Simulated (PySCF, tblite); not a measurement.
# C₄H₈FO₂Si radical: geometry, infrared bands and EPR parameters

Aim: predict the infrared bands and EPR parameters of C₄H₈FO₂Si radical (`CO[Si@@H](F)/C=[C]\CO`).

Programs: tblite 0.8.0 and PySCF 2.14.0, with density-fitted response routines of our own. Each step states its level of theory. These are calculated values for one molecule in the gas phase, unless marked as measured. Atoms count from 0, in the outputs and in this text.

### 1 Starting geometry

16 atoms, charge 0, multiplicity 2; geometry from: force field or distance geometry start.

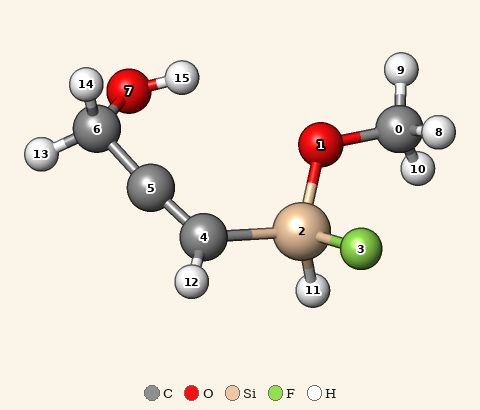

As it starts; carbon grey, oxygen red, silicon light orange, fluorine green, hydrogen white, atoms numbered; sticks join atoms by distance.

### 2 Geometry optimisation with GFN2-xTB

What the job is given:

```
{"job": {"kind": "relax", "xc": "GFN2-xTB", "basis": "xTB"}, "charge": 0, "multiplicity": 2}
C      2.492600     0.380100     0.849000
O      1.153500     0.166200     0.387700
Si     0.951400    -0.221700    -1.209100
F      1.913000    -1.438600    -1.565600
C     -0.762900    -0.729100    -1.578000
C     -1.734600    -0.401200    -0.783300
C     -2.739000     0.014400     0.191400
O     -2.178700     1.008500     1.049600
H      3.103300    -0.521400     0.741600
H      2.437600     0.631000     1.919300
H      2.946600     1.224000     0.324500
H      1.340500     0.940000    -2.038800
H     -0.933600    -1.325300    -2.459500
H     -3.614200     0.433400    -0.302100
H     -3.065900    -0.824100     0.813300
H     -1.317100     0.672900     1.342800
```

Run with:

```sh
$ OMP_NUM_THREADS=1 python probes_run.py task.json out
```

This one command runs all jobs of the session in turn.

Standard output:

```text
step      E/eV     max force
  0    -740.23794    1.961
  1    -740.35715    1.253
  2    -740.39997    1.201
  3    -740.44225    0.837
  4    -740.48915    0.740
  5    -740.52569    0.374
  6    -740.53973    0.293
  7    -740.55596    0.331
  8    -740.56562    0.300
  9    -740.57599    0.213
 10    -740.58234    0.253
 11    -740.58791    0.255
 12    -740.59340    0.232
 13    -740.59959    0.199
 14    -740.60506    0.194
 15    -740.60987    0.202
 16    -740.61487    0.170
 17    -740.62083    0.213
 18    -740.62730    0.196
 19    -740.63247    0.130
 20    -740.63572    0.124
 21    -740.63852    0.137
 22    -740.64253    0.161
 23    -740.64813    0.202
 24    -740.65463    0.225
 25    -740.66079    0.222
 26    -740.66646    0.199
 27    -740.67204    0.183
 28    -740.67749    0.175
 29    -740.68218    0.170
 30    -740.68607    0.158
 31    -740.68972    0.172
 32    -740.69374    0.207
 33    -740.69882    0.208
 34    -740.70526    0.233
 35    -740.71108    0.162
 36    -740.71515    0.191
 37    -740.71891    0.171
 38    -740.72249    0.161
 39    -740.72603    0.136
 40    -740.72817    0.123
 41    -740.72976    0.099
 42    -740.73103    0.103
 43    -740.73268    0.118
 44    -740.73463    0.154
 45    -740.73661    0.139
 46    -740.73832    0.101
 47    -740.73980    0.104
 48    -740.74118    0.098
 49    -740.74241    0.119
 50    -740.74351    0.123
 51    -740.74473    0.113
 52    -740.74628    0.101
 53    -740.74798    0.109
 54    -740.74947    0.097
 55    -740.75074    0.074
 56    -740.75185    0.074
 57    -740.75271    0.063
 58    -740.75321    0.049
 59    -740.75350    0.049
 60    -740.75385    0.049
 61    -740.75441    0.073
 62    -740.75518    0.074
 63    -740.75589    0.058
 64    -740.75637    0.048
 65    -740.75670    0.047
 66    -740.75705    0.041
 67    -740.75737    0.035
 68    -740.75757    0.029
 69    -740.75769    0.027
 70    -740.75781    0.025
 71    -740.75797    0.030
 72    -740.75818    0.028
 73    -740.75836    0.026
 74    -740.75846    0.024
 75    -740.75852    0.022
 76    -740.75857    0.021
 77    -740.75866    0.024
 78    -740.75878    0.027
 79    -740.75892    0.035
 80    -740.75910    0.034
 81    -740.75936    0.040
 82    -740.75974    0.042
 83    -740.76016    0.036
 84    -740.76047    0.032
 85    -740.76060    0.028
 86    -740.76068    0.024
 87    -740.76075    0.017
 88    -740.76083    0.017
 89    -740.76087    0.016
 90    -740.76090    0.017
 91    -740.76093    0.017
 92    -740.76101    0.026
 93    -740.76115    0.035
 94    -740.76134    0.035
 95    -740.76153    0.032
 96    -740.76168    0.033
 97    -740.76182    0.032
 98    -740.76198    0.033
 99    -740.76214    0.024
100    -740.76224    0.022
101    -740.76231    0.023
102    -740.76241    0.029
103    -740.76254    0.038
104    -740.76267    0.028
105    -740.76277    0.020
106    -740.76284    0.022
107    -740.76289    0.021
108    -740.76299    0.040
109    -740.76309    0.021
110    -740.76314    0.012
111    -740.76316    0.010
112    -740.76317    0.009
```

It took 0.67 s on 1 thread of Arm Neoverse V2, shared host.

Step by step: (not every step is listed)

```
step  energy from step 0 (eV)  largest force (eV/Å)
   0                   0.0000                1.9606
   1                  -0.1192                1.2535
   2                  -0.1620                1.2011
   3                  -0.2043                0.8372
   4                  -0.2512                0.7397
   5                  -0.2878                0.3737
   6                  -0.3018                0.2930
   7                  -0.3180                0.3308
   8                  -0.3277                0.3000
  17                  -0.3829                0.2133
  26                  -0.4285                0.1991
  35                  -0.4731                0.1624
  44                  -0.4967                0.1540
  53                  -0.5100                0.1092
  62                  -0.5172                0.0742
  71                  -0.5200                0.0304
  80                  -0.5212                0.0339
  89                  -0.5229                0.0164
  98                  -0.5240                0.0335
 107                  -0.5249                0.0213
 108                  -0.5250                0.0396
 109                  -0.5252                0.0214
 110                  -0.5252                0.0119
 111                  -0.5252                0.0104
 112                  -0.5252                0.0086
```

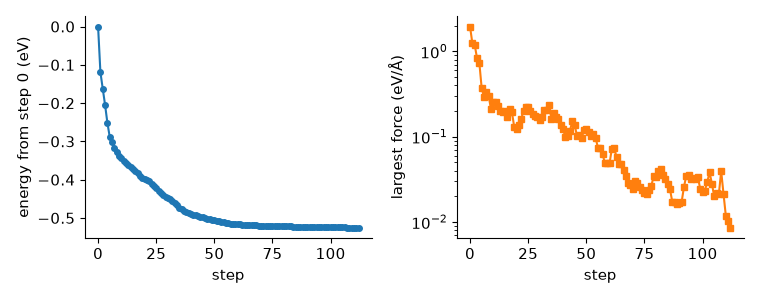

Energy and force, step by step.

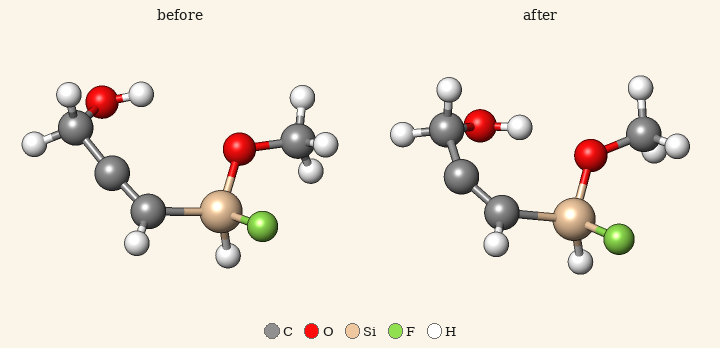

Before and after, at one scale.

Distances of close pairs at the start and the end, largest changes first:

```
   bond  before (Å)  after (Å)  change (Å)
 Si2–C4       1.825      1.897      +0.071
 O1–Si2       1.656      1.620      -0.035
Si2–H11       1.480      1.452      -0.028
  C0–O1       1.432      1.406      -0.026
 Si2–F3       1.591      1.616      +0.025
  C6–O7       1.428      1.417      -0.011
  C0–H9       1.101      1.090      -0.011
 C6–H14       1.094      1.103      +0.009
```

The final coordinates are the input of the step that follows.

### 3 Vibrational analysis with GFN2-xTB

What the job is given:

```
{"job": {"kind": "ir", "xc": "GFN2-xTB", "basis": "xTB"}, "charge": 0, "multiplicity": 2}
C      2.163554     0.332809     1.019246
O      1.004216     0.074390     0.266668
Si     0.853172    -0.155819    -1.330155
F      1.920063    -1.283608    -1.780504
C     -0.883185    -0.878580    -1.577312
C     -1.952240    -0.681011    -0.873766
C     -2.443256     0.067737     0.278966
O     -1.628531     1.159137     0.668544
H      2.952948    -0.376687     0.768878
H      1.902935     0.230864     2.072490
H      2.519668     1.346362     0.827569
H      1.223290     0.998212    -2.129797
H     -0.923406    -1.531861    -2.441473
H     -3.423413     0.500578     0.048805
H     -2.574896    -0.634563     1.119151
H     -0.718518     0.840986     0.745575
```

Standard output:

```text
mode    cm-1     km/mol
  1      27.4      2.97
  2      66.7      2.51
  3      83.6      1.26
  4      92.6      0.91
  5     125.9     11.44
  6     145.9      1.08
  7     157.0      2.43
  8     238.8     23.05
  9     282.8      7.73
 10     332.8     20.56
 11     367.8     13.36
 12     525.0    156.45
 13     581.6     22.24
 14     617.3     98.88
 15     677.2     92.13
 16     695.0    117.38
 17     696.6     55.37
 18     772.2    143.69
 19     819.5    255.64
 20     923.0     18.19
 21     952.1      2.92
 22    1015.1     88.70
 23    1121.2    167.30
 24    1125.1      4.08
 25    1145.5     33.79
 26    1152.4     62.14
 27    1168.9     28.99
 28    1274.3     14.31
 29    1327.1     66.78
 30    1411.3      0.39
 31    1427.4      7.01
 32    1473.9      6.40
 33    1478.7      4.24
 34    1770.8    105.84
 35    2346.3    222.37
 36    2828.2     50.66
 37    2931.3     20.09
 38    2974.3     30.96
 39    2985.6     18.00
 40    2988.0     25.26
 41    3003.2     18.15
 42    3476.0     87.00
```

It took 0.49 s on 1 thread of Arm Neoverse V2, shared host.

Which atoms move in the most intense modes:

```
cm⁻¹  km/mol                                  atoms
 525   156.4                               H15 92 %
 617    98.9             H11 35 %, C4 21 %, C5 17 %
 695   117.4  H11 28 %, C4 19 %, H12 17 %, Si2 14 %
 772   143.7    Si2 40 %, F3 13 %, O1 13 %, C4 13 %
 820   255.6                      Si2 47 %, F3 38 %
1121   167.3                       O1 45 %, C0 33 %
1771   105.8                       C5 59 %, C4 37 %
2346   222.4                               H11 97 %
```

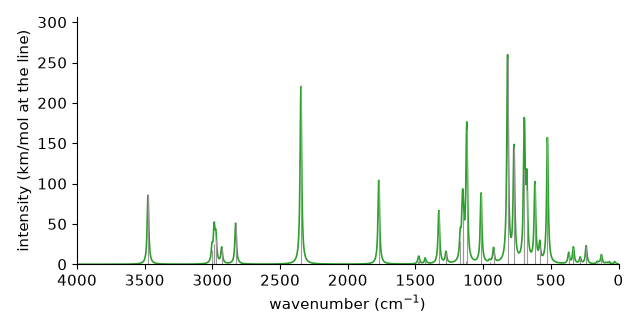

The infrared spectrum from these modes, unscaled. Lines are broadened to a width of 14 cm⁻¹ (Lorentzian).

### 4 g tensor and hyperfine couplings: B3LYP/pcH-1

The job, as its differences from that of step 3:

```diff
@@ -1,2 +1,2 @@
-{"job": {"kind": "ir", "xc": "GFN2-xTB", "basis": "xTB"}, "charge": 0, "multiplicity": 2}
+{"job": {"kind": "epr", "basis": "pcH-1"}, "charge": 0, "multiplicity": 2}
 C      2.163554     0.332809     1.019246
```

Method: UKS B3LYP, pcH-1 on C F H O Si, non-relativistic, mean-field spin-orbit, GIAO.

Standard output:

```text
UKS, coarse grid
  cycle   1  E = -696.86308953  |g| = 7.79e-01
  cycle   2  E = -696.54565987  |g| = 1.24e+00
  cycle   3  E = -697.06049417  |g| = 1.10e-01
  cycle   4  E = -697.06493319  |g| = 5.57e-02
  cycle   5  E = -697.06637177  |g| = 1.98e-02
  cycle   6  E = -697.06654092  |g| = 7.69e-03
  cycle   7  E = -697.06658238  |g| = 2.46e-03
  cycle   8  E = -697.06659140  |g| = 1.83e-03
  cycle   9  E = -697.06659523  |g| = 6.11e-04
UKS, final grid
  cycle   1  E = -697.06654363  |g| = 5.39e-04
  cycle   2  E = -697.06654380  |g| = 7.12e-04
  cycle   3  E = -697.06654402  |g| = 1.70e-04
  cycle   4  E = -697.06654410  |g| = 1.64e-04
  cycle   5  E = -697.06654414  |g| = 5.70e-05
  cycle   6  E = -697.06654414  |g| = 1.22e-05
E = -697.06654414 Eh   <S^2> = 0.7579 (exact 0.7500)
g shifts (ppm)      1          2          3
  rmc          -177       -177       -177
  gc             36          3          6
  oz_so        -700         -8        646
  total        -841       -182        475
hyperfine (MHz)  atom isotope    a_iso     a_fc   dipolar eigenvalues
    0   13C       2.03       2.03     -0.30     -0.26      0.55
    1   17O      -1.77      -1.77     -0.82      0.24      0.59
    2  29Si    -160.37    -160.54    -24.05     11.75     12.31
    3   19F      10.41      10.30    -14.24    -13.09     27.33
    4   13C     -24.85     -24.85    -16.56      1.30     15.26
    5   13C     245.12     245.24    -77.82    -59.95    137.77
    6   13C      44.47      44.46     -4.57     -3.25      7.83
    7   17O     -13.47     -13.43    -27.29     12.96     14.33
    8    1H      -0.09      -0.09     -0.59     -0.52      1.11
    9    1H       0.39       0.39     -0.64     -0.51      1.16
   10    1H      -0.25      -0.25     -0.62     -0.50      1.12
   11    1H      22.68      22.68     -1.59     -1.06      2.65
   12    1H     152.98     152.98     -6.56     -5.47     12.02
   13    1H      30.87      30.87     -7.67     -4.26     11.93
   14    1H       4.08       4.08     -6.81     -4.22     11.03
   15    1H      -5.86      -5.88     -8.89     -0.25      9.14
```

Wall time 1.9 min (1 thread of Arm Neoverse V2, shared host); peak memory 0.98 GiB.

Principal g values 2.00148, 2.00214, 2.00279; g(iso) = 2.00214, against 2.00232 for a free electron.

Hyperfine couplings; where a row names several nuclei, a(iso) is their mean (it holds for fast rotation or exchange) and the dipolar term the largest among them:

```
     nuclei  isotope  a(iso) (MHz)  a(iso) (G, at g = 2.0023)  largest dipolar term (MHz)
         C5      13C         245.1                       87.5                       137.8
        Si2     29Si        -160.4                      -57.2                       -24.1
        H12       1H         153.0                       54.6                        12.0
         C6      13C          44.5                       15.9                         7.8
        H13       1H          30.9                       11.0                        11.9
         C4      13C         -24.9                       -8.9                       -16.6
        H11       1H          22.7                        8.1                         2.7
         O7      17O         -13.5                       -4.8                       -27.3
         F3      19F          10.4                        3.7                        27.3
        H15       1H          -5.9                       -2.1                         9.1
        H14       1H           4.1                        1.5                        11.0
         C0      13C           2.0                        0.7                         0.6
         O1      17O          -1.8                       -0.6                        -0.8
H8, H9, H10       1H           0.0                        0.0                         1.2
```

Mulliken spin populations:

C0 0.00; O1 0.00; Si2 0.09; F3 0.00; C4 -0.14; C5 0.93; C6 -0.02; O7 0.06; H8 0.00; H9 0.00; H10 0.00; H11 0.01; H12 0.06; H13 0.01; H14 0.00; H15 0.00

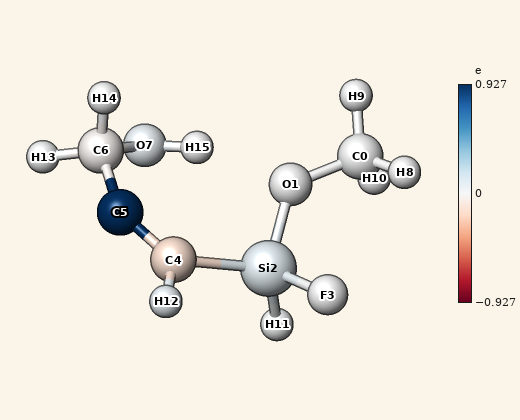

Mulliken spin populations, as colours on the atoms.

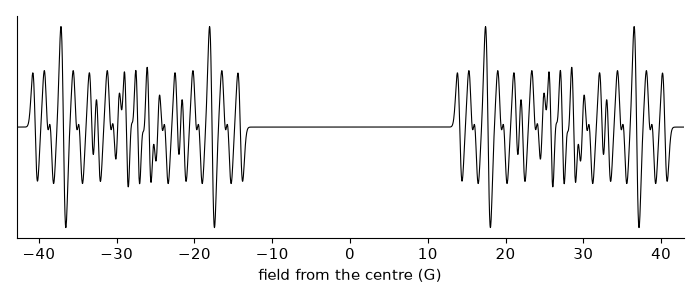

First-order isotropic spectrum (first derivative, main isotopes with spin only, couplings over 0.8 MHz, Gaussian width 0.3 G; couplings of the frozen geometry, rotation of groups not averaged beyond the rows shown).

Orbitals, density, ELF and potential are computed afterwards from the orbital file.

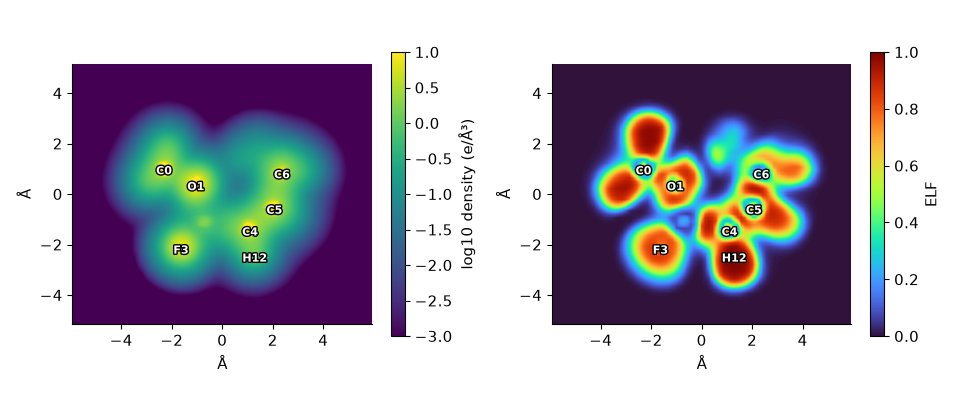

Density (left) and ELF (right) in a plane through or near 7 of the atoms.

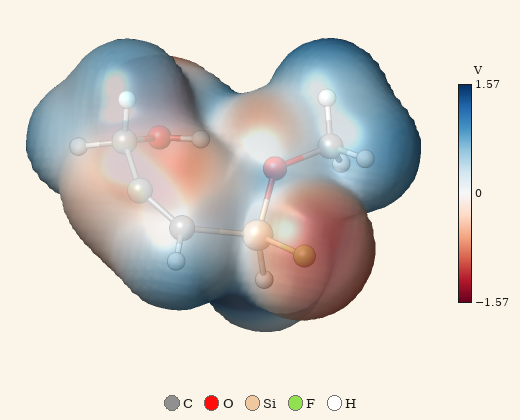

The potential that a unit positive charge feels on the 0.002 e/bohr³ surface, from -1.57 V near O7 to 1.43 V near H11.

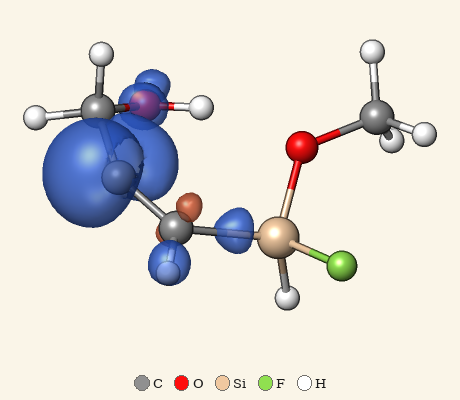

Spin density at ±0.05 e/Å³ (alpha excess blue, beta excess red).

### 5 Results

| quantity | value |
| --- | --- |
| strongest single infrared mode (GFN2-xTB) | 820 cm⁻¹, 256 km/mol |
| zero-point energy (GFN2-xTB) | 70.9 kcal/mol |
| g(iso) (B3LYP) | 2.00214 |
| ⟨S²⟩ | 0.758 (exact 0.75) |
| largest a(iso) (averaged by class) | 13C on C5, 245.1 MHz |
| potential on the surface of density 0.002 e/bohr³, 1st and 99th percentile | -1.57 V and 1.43 V |

In words: Relaxing lowered the energy by 0.525 eV in 112 steps; the close pair that moved most is Si2–C4, from 1.825 to 1.897 Å. No mode is imaginary among the 42: a minimum at this level. The strongest single mode, at 820 cm⁻¹, moves mainly Si2 and F3. GFN2-xTB is a fitted tight-binding method: band positions and strengths are rough. Its intensities can rank the bands wrongly. Most of the unpaired spin sits on C5 (0.93 e). The isotropic g lies 0.2 ppt below the free-electron value.
